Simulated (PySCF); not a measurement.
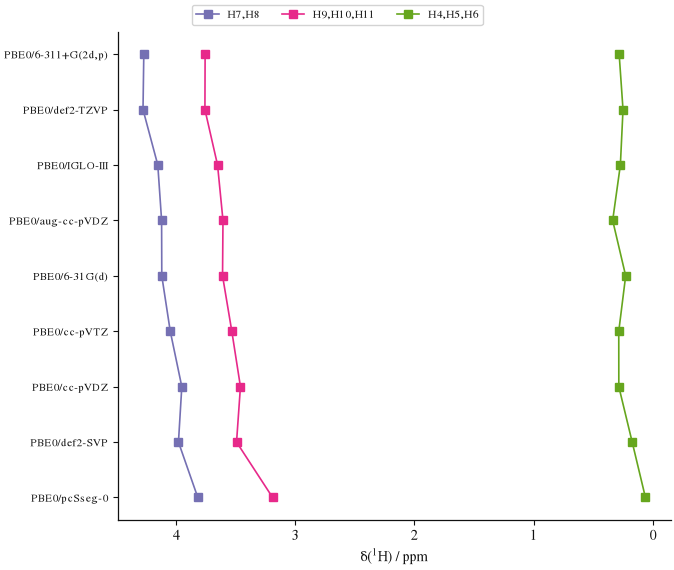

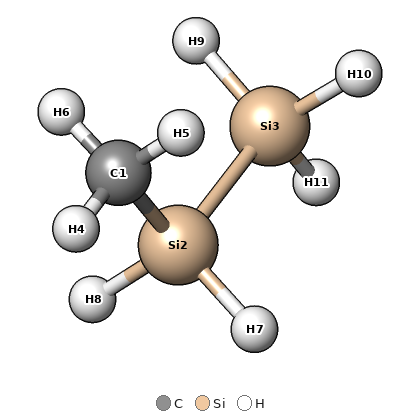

GIAO ¹H shifts of CH₈Si₂, SMILES C[SiH2][SiH3] at several levels, one geometry, PySCF, at a PBE0-D3(BJ)/def2-SVP geometry (no frequency check); values of one conformer, averaged over methyl-type rotors and exact or near symmetry; each against TMS at the same level.

> How much does each signal move over these levels?

```csv
atoms,lowest,highest,spread (ppm)
"H7, H8",3.82,4.28,0.46
"H9, H10, H11",3.19,3.76,0.57
"H4, H5, H6",0.06,0.34,0.27
```

> Do all levels give the signals in the same order?

Yes, the order of the signals is the same at every level.
